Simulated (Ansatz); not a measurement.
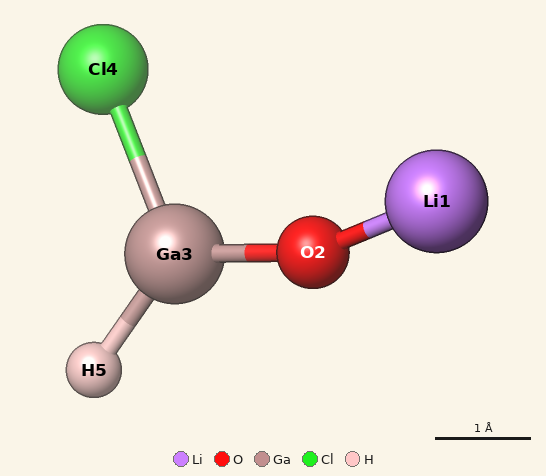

Orthographic view. Distant atoms are faded towards the background colour. The computed structure is the end point of a PBE-D4/def2-SVP optimisation. No frequency run is at hand to confirm it as a minimum.

Give the geometry as a Z-matrix, atoms in numerical order, with these reference atoms: 2 to 1; 3 to 2, 1; 4 to 3, 2, 1; 5 to 3, 2, 1.

```
Li 
O    1   1.629
Ga   2   1.746   1   161.0
Cl   3   2.205   2   116.3   1     0.0
H    3   1.568   2   128.5   1   180.0
```
